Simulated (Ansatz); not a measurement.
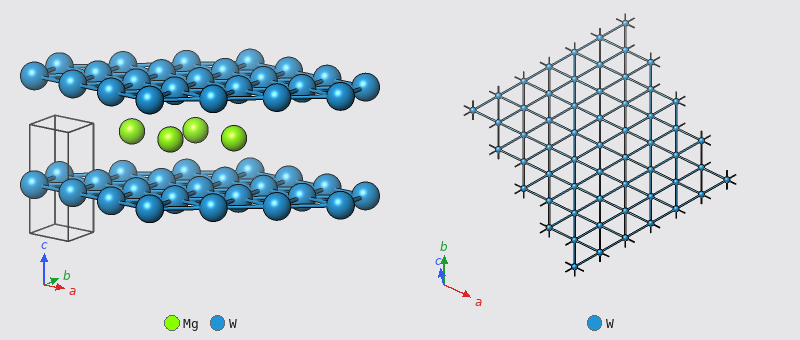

Left: the structure. Right: its underlying net. Nodes are coloured by element. One layer is drawn. Edges to nodes outside the piece are drawn as stubs.

MgW (space group P-6m2, No. 187). Coordinates: the input geometry of an electronic-structure calculation (not necessarily at equilibrium); the starting structure was generated, so it need not be a known form of this composition.

Bonds are taken as W–W below 3.2 Å; Mg is left out of the net, as the electropositive filling of the structure. Simplification: prune 0- and 1-connected atoms, fold 2-connected ones into links.

The result is a uninodal 6-connected, two-periodic (layers) net: W is a 6-connected node. It is the hxl net, known from the triangular lattice. The layers lie parallel to (001).

```csv
node,links,point symbol,coordination sequence
W,6,3⁶·4⁶·5³,6 12 18 24 30 36 42 48 54 60
```
